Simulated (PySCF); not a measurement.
Consider C₅H₁₂Si₂.

Input

```
{"job": {"kind": "uv", "xc": "CAM-B3LYP", "basis": "def2-SVPD", "nstates": 8, "ntriplets": 3}, "charge": 0, "multiplicity": 1}
C     -0.137076     2.181680     1.023723
C     -0.367598     1.013160     0.445859
C     -1.513341     0.765902    -0.497609
C     -1.872050    -0.718009    -0.441849
C     -0.579595    -1.529246    -0.514760
Si     0.635147    -0.585621     0.622338
Si     2.822786    -0.467920    -0.106229
H      0.702267     2.329431     1.683552
H     -0.770645     3.042933     0.865800
H     -2.373195     1.395378    -0.260171
H     -1.185780     1.017753    -1.511734
H     -2.373467    -0.926477     0.506145
H     -2.559346    -0.984468    -1.248161
H     -0.756190    -2.564661    -0.229317
H     -0.214756    -1.542543    -1.543789
H      0.470377    -1.088462     2.003306
H      3.608694    -1.602283     0.385374
H      3.490525     0.743056     0.375960
H      2.963440    -0.470352    -1.565898
```

Command:

```sh
OMP_NUM_THREADS=1 python probes_run.py task.json out
```

Geometry: GFN2-xTB.

These are results of CAM-B3LYP/def2-SVPD, SCF density, gas phase in PySCF, not measurements.

**Predict the electron density and electron localisation function between the atoms.**

C–C (1.32 Å): the density is about 2.3 e/Å³ at the midpoint; the ELF peaks at about 0.95 between the atoms: a short, multiple covalent bond.
C–Si (1.90 Å): the density is about 0.94 e/Å³ at the midpoint; the ELF peaks at about 0.95 between the atoms; localised, covalent bonding.
C–H (1.08 Å): ρ at the midpoint is about 2 e/Å³; the ELF climbs to about 1 towards the hydrogen, as it does in any bond to H; a covalent bond by its length.
C–C (1.50 Å): the density is about 1.7 e/Å³ at the midpoint; the ELF peaks at about 0.95 between the atoms (a covalent bond).

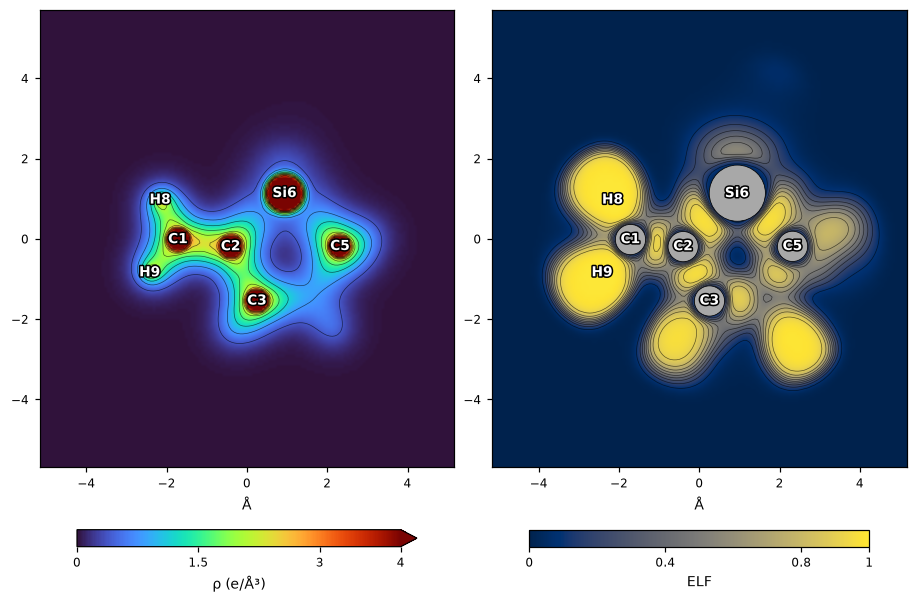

Computed electron density and electron localisation function on the plane of atoms C3, C2 and Si6, in this order. Grey discs cover the atomic cores in the ELF map. 
